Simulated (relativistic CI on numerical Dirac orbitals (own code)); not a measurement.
```
atom Ir  Z=77  charge=5  electrons=72
nucleus A=193  rms_radius_fm=5.4032
hamiltonian dirac-coulomb  breit=on  qed=on  c_scale=1
orbitals kli  potential=per-configuration
slater_scale 0.8
correlation none
mixing on
configurations
  [Xe] 4f14 5d4
  [He] 2s2 2p5 3s2 3p6 3d10 4s2 4p6 4d10 4f14 5s2 5p6 5d5
end
absorption L2,3 T=300 lorentz=5 gauss=1
crystal_field D4h 10Dq=31400 Ds=-860 Dt=-430
```

Multiplet model: relativistic Dirac–Coulomb–Breit theory, one configuration a step, Slater integrals scaled by 0.8, 300 K, Voigt broadening (Lorentzian 5 eV, Gaussian 1 eV full widths), computed with a radial Dirac CI code.

The L₂,₃ X-ray absorption spectrum that results:

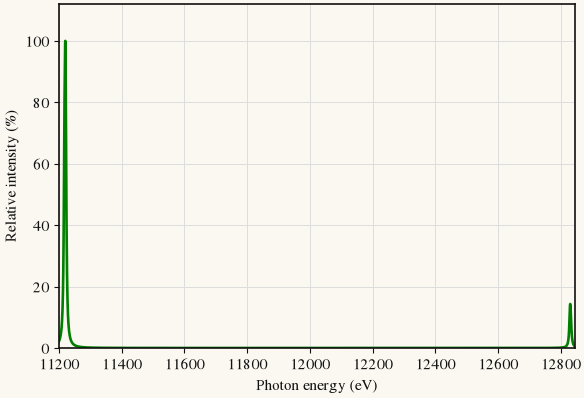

The main maxima lie at 11219.9 eV (100) and 12830.3 eV (14), heights in % of the largest; the centroid is at 11403.8 eV. The lower edge holds 0.89 of the intensity (branching ratio, edges parted at 12030 eV), and the core spin-orbit splitting of the orbitals is 1640 eV. The ground state has S = 1.06.

Known limits: free-ion energies, so absolute edge positions are off by a few eV from solids.
